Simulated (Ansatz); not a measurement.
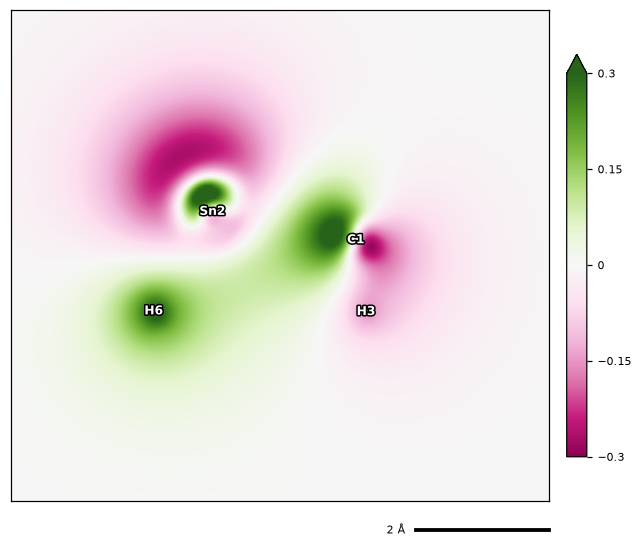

Figure 1: CH$_{5}$Sn (SMILES [CH3][SnH2]) (doublet). The HOMO (α) on the plane of atoms Sn2, C1 and H3 (values in Å⁻³ᐟ²; the overall sign is arbitrary).

Core potentials replace the inner electrons of Sn.

These are results of Ansatz 0.2.0, UKS B3LYP/def2-mTZVP, not measurements.

```xyz
7

C    -0.6614   -0.5626   -0.4437
Sn    0.6236    0.4951    0.9820
H    -0.5327   -1.6364   -0.3140
H    -1.7004   -0.2949   -0.2560
H    -0.4062   -0.2961   -1.4673
H     1.4655   -0.6605    1.9708
H    -0.3604    1.4578    2.0436
```

### What is the character of this orbital?

It lies mainly on Sn2 (about 75 %), C1 (about 10 %), H7 (about 5 %) and H6 (about 5 %). Its energy is −5.62 eV.
